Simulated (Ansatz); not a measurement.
Consider ClH₂OSi (SMILES O[SiH]Cl) (doublet).

Input

```
crystal:
  periodic: [false, false, false]
  atoms:
    - symbol: O
      position_ang: [-0.806100, -0.432000, -0.746500]
    - symbol: Si
      position_ang: [-0.092300, 0.479800, 0.414000]
    - symbol: Cl
      position_ang: [1.606600, -0.440800, 1.143600]
    - symbol: H
      position_ang: [-1.024100, -1.343200, -0.540000]
    - symbol: H
      position_ang: [0.316000, 1.736300, -0.271100]
basis:
  gaussian: {orbitals: def2-SVP}
magnetization: {spin_polarized: true, initial_magnetization: 1}
hamiltonian: {xc: hf}
accuracy: high
output: {forces: true, orbitals: {seedname: orbitals}}
```

Command:

```sh
ansatz run job.yaml --threads 1 --pin off --max-ram 2610MiB --events-out events.jsonl --progress --plain --runs-dir runs
```

Geometry: PBE0-D4/def2-TZVP.

These are results of isolated molecule in a Gaussian basis; Hartree-Fock in Ansatz, not measurements.

Predict the electron density, electron localisation function and spin density between the atoms.

Si–O (1.64 Å): the density is about 1.1 e/Å³ at the midpoint; the ELF peaks at about 0.90 between the atoms, as expected for a shared but strongly polarised pair.
Si–Cl (2.07 Å): ρ is about 0.86 e/Å³ halfway; the ELF peaks at about 0.90 between the atoms, as expected for a polar covalent bond.
The unpaired spin (1 electron) lies mostly on Si2 (about 0.8), Cl3 (about 0.1), O1 (about 0.1) and H5 (about 0.1), in electrons by Hirshfeld's partition.

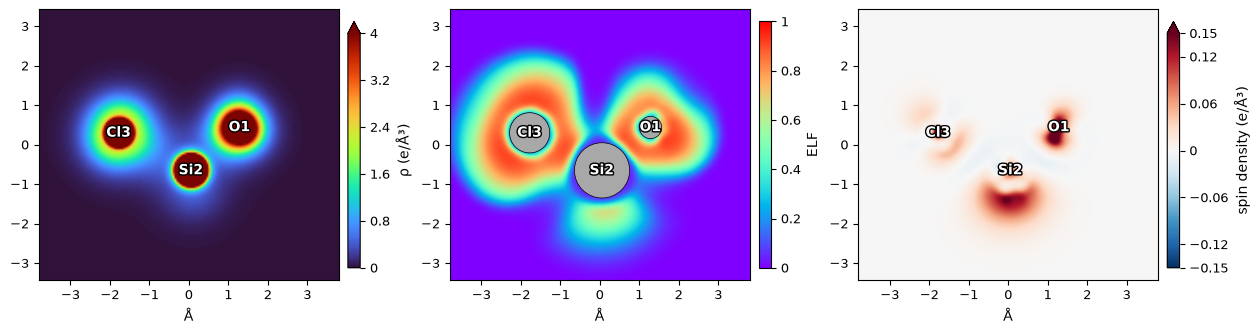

Computed electron density, electron localisation function and spin density on the plane of atoms O1, Si2 and Cl3, in this order. Grey discs cover the atomic cores in the ELF map. 
